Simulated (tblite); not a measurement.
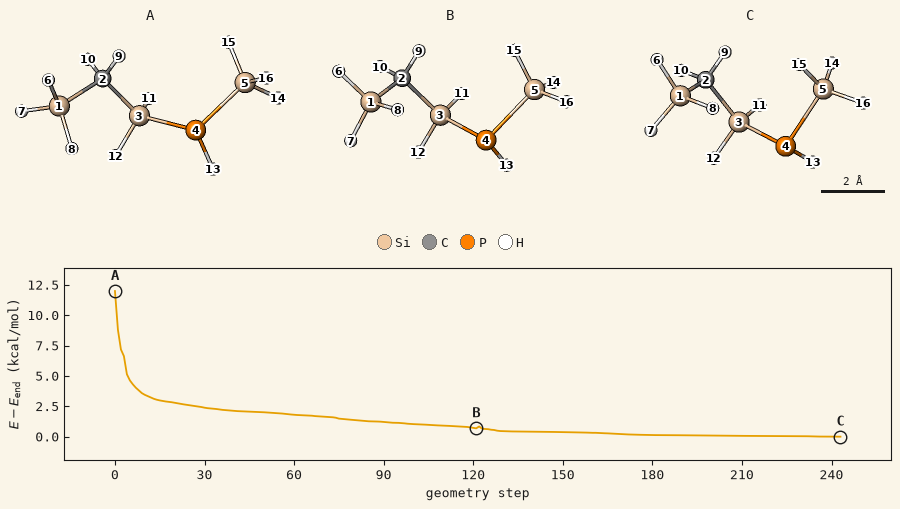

Frames of a relaxation of CH₁₁PSi₃, marked on the history of the run. The picture is a ball-and-stick view, seen at a tilt.

Computed with GFN2-xTB geometry optimisation, gas phase in tblite. 

Question: Describe the path.

Answer: The atom that moves furthest after the best rigid fit is H15 (2.28 Å). By element the largest moves are H 2.28 Å, Si 0.88 Å, P 0.62 Å, C 0.50 Å. Some distances before and after: P4–H13 1.473 → 1.378 Å, Si3–P4 2.182 → 2.237 Å, P4–Si5 2.192 → 2.226 Å, C2–Si3 1.868 → 1.899 Å. Among the angles between lasting bonds that change: Si3–P4–Si5 113.5° → 101.9°, Si3–P4–H13 106.1° → 94.9°, Si5–P4–H13 106.2° → 95.6°. Groups turn about P4–Si5 by about 50°, C2–Si3 by about 40°, Si1–C2 by about 35°. After 243 geometry steps the energy has fallen by 12.0 kcal/mol. The run took 2 s on 1 thread of Arm Neoverse V1 (shared host). From step 0 to 121: H8 moves most (1.77 Å), energy −11.3 kcal/mol. From step 121 to 243: H atoms move most (1.05 Å), energy −0.69 kcal/mol.
